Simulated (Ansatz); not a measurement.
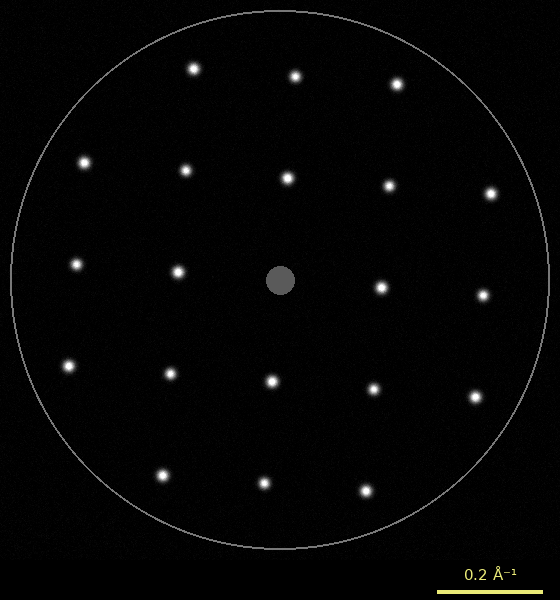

Simulated LEED pattern at 60 eV and normal incidence, from the upper face of a slab model. Spot positions follow from the surface net; brightness is a rough single-scattering estimate from the outer layers, good only for telling present from absent.

Question: Find the real-space surface cell from the pattern.

Answer: The spots form a square reciprocal net with shortest vectors 0.196 and 0.196 Å⁻¹ at 90.0°. The primitive real-space mesh has edges 5.11 and 5.11 Å at 90.0° (or its supplement) and area 26.1 Å².

The slab has composition RbHgGe (3 atoms a cell, 2.6 Å thick). Structure: the end point of a relaxation with DFT PBE, scalar-relativistic, plane waves, PAW (Ansatz); the starting structure was generated, so it need not be a known form of this composition.

```
Rb Ge Hg
1.0
     5.10892    0.00000    0.00000
     0.00000    5.10892    0.00000
     0.00000    0.00000   29.05026
Rb Ge Hg
1 1 1
Direct
  0.00000 0.00000 0.27428
  0.50000 0.50000 0.25652
  0.50000 0.50000 0.34451
```

Question: Which atoms form the outermost layer?

Answer: The highest atoms of the upper face (within 0.6 Å of the top) are Hg; the spot positions alone do not show this.
